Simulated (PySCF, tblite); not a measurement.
# C₈H₉ radical: geometry, infrared bands and EPR parameters

What infrared bands and EPR parameters should C₈H₉ radical (`[C]#CC(C)(C=C)C=C`) show?

Programs: tblite 0.8.0 and PySCF 2.14.0, with density-fitted response routines of our own. Each step states its level of theory. These are calculated values for one molecule in the gas phase, unless marked as measured. Atoms count from 0, in the outputs and in this text.

### 1 Starting geometry

17 atoms, charge 0, multiplicity 2; geometry from: force field or distance geometry start.

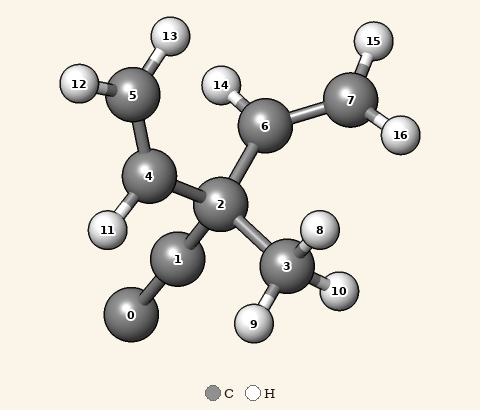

The starting geometry (carbon grey, hydrogen white), atoms numbered; sticks join atoms by distance.

### 2 Geometry optimisation with GFN2-xTB

Job settings and geometry (Å):

```
{"job": {"kind": "relax", "xc": "GFN2-xTB", "basis": "xTB"}, "charge": 0, "multiplicity": 2}
C      1.296100     1.008500    -3.116100
C      0.688200     0.650500    -1.743500
C      0.130700     0.303900    -0.398900
C     -1.102500     1.220500    -0.168400
C      1.168400     0.648900     0.664000
C      1.621800    -0.122700     1.652100
C     -0.216600    -1.178100    -0.428000
C     -1.389200    -1.764700    -0.160800
H     -1.545300     1.029600     0.825900
H     -0.834700     2.274900    -0.199100
H     -1.881100     1.053500    -0.920600
H      1.578200     1.656400     0.592100
H      2.371600     0.256900     2.354700
H      1.278100    -1.135500     1.819800
H      0.610300    -1.830900    -0.685100
H     -1.495600    -2.849400    -0.209200
H     -2.285100    -1.210300     0.111200
```

On the command line:

```sh
OMP_NUM_THREADS=1 python probes_run.py task.json out
```

The driver reads the jobs from task.json and runs them one after another.

**Question.** This job is followed by: GFN2-xTB harmonic vibrations, gas phase; UKS B3LYP, pcH-1 on C H, non-relativistic, mean-field spin-orbit, GIAO. What will the session give for the following? strongest single infrared mode (GFN2-xTB); zero-point energy (GFN2-xTB); g(iso) (B3LYP); ⟨S²⟩; largest a(iso) (averaged by class); potential on the surface of density 0.002 e/bohr³, 1st and 99th percentile.

As calculated:

| quantity | value |
| --- | --- |
| strongest single infrared mode (GFN2-xTB) | 1114 cm⁻¹, 49 km/mol |
| zero-point energy (GFN2-xTB) | 84.9 kcal/mol |
| g(iso) (B3LYP) | 2.00261 |
| ⟨S²⟩ | 0.767 (exact 0.75) |
| largest a(iso) (averaged by class) | 13C on C0, 988.2 MHz |
| potential on the surface of density 0.002 e/bohr³, 1st and 99th percentile | -0.78 V and 0.87 V |

**Reading.** Relaxing lowered the energy by 2.655 eV in 71 steps; the close pair that moved most is C0–C1, from 1.543 to 1.194 Å. All 45 modes are real, so the xTB geometry is a minimum. The strongest single mode, at 1114 cm⁻¹, is carried by C2, H8, C3. GFN2-xTB is a fitted tight-binding method: band positions and strengths are rough. Its intensities can rank the bands wrongly. Most of the unpaired spin sits on C0 (1.14 e). The isotropic g lies 0.3 ppt above the free-electron value. These values are for one conformer; the search (at its own cheap level) found 2 more, at 0.00, 0.40 kcal/mol (those within 0.05 may be mirror or relabelled copies), and measured spectra average over such forms.
